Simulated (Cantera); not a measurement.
Charge: 1 mol Si2H6, 13 mol CO2, 5.7 mol N2, equilibrated at 10000 Pa.

These are equilibrium values from Cantera (NASA tables, ideal gas, pure condensed phases), not measurements of a reactor. Candidate condensed phases: C, C6H6, C7H8, C8H18, H2O, Si, SiC, SiO2, Si2N2O, Si3N4; 151 gas species. The feed counts by its element totals alone. The tables hold silica as quartz up to 1696 K and as liquid above; real silica turns to tridymite and cristobalite and melts near 1996 K. Gases not in the tables: Si(OH)4. The numbers say what is thermodynamically allowed, not how fast it happens.

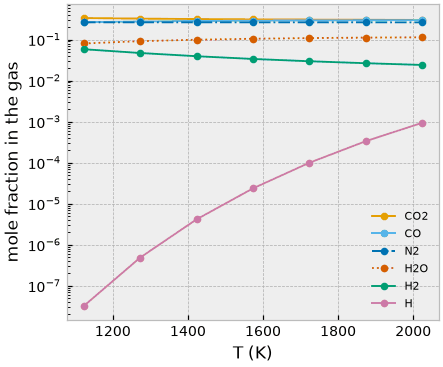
Equilibrium gas composition (values under 1e-9 drawn at 1e-9)

Problem. Read off the mole fractions at 1123 K.

Solution. CO2 about 0.33, CO about 0.26, N2 about 0.26, H2O about 0.080, H2 about 0.058, H about 3.2e-8.
